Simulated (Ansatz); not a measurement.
**The vertical ionisation energy down a group: B to In**

One atom is swapped for its congeners: BHF2 `FBF`; AlHF2 `[F][AlH][F]`; InHF2 `[F][InH][F]`. The Ga member is missing. All are singlets with charge 0.

Shapes, held fixed at every level: PBE0-D4/def2-TZVP. Programs: Ansatz 0.2.0. Values in eV.

| level | BHF2 | AlHF2 | InHF2 |
| --- | --- | --- | --- |
| r2SCAN-D4/def2-TZVPP | 13.72 | 12.70 | 12.02 |
| B3LYP-D4/def2-TZVPP | 14.05 | 13.02 | 12.36 |
| PBE0-D4/def2-TZVPP | 14.00 | 12.96 | 12.35 |
| wB97M-V/def2-TZVPP | 14.17 | 13.19 | 12.71 |
| wB97X-V/def2-TZVPP | 14.18 | 13.19 | 12.74 |
| B2PLYP/def2-TZVPP | 14.12 | 13.04 | 12.57 |

At B2PLYP/def2-TZVPP the vertical ionisation energy falls at every step, from 14.12 to 12.57 eV. Every level shows the same order. For atoms past krypton def2 sets carry core potentials with scalar relativity. Correlated rows may include outer-core shells of In, which these sets cover unevenly.

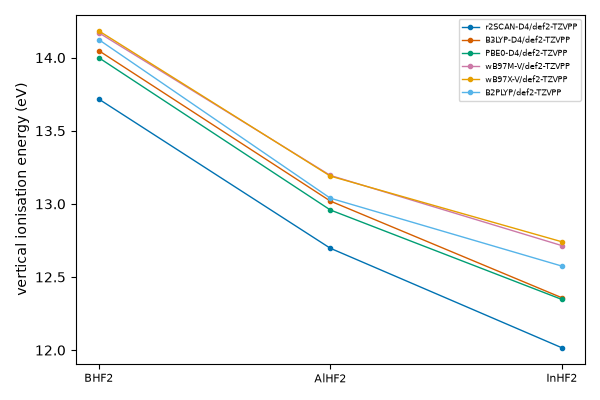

The trend along the series, level by level.
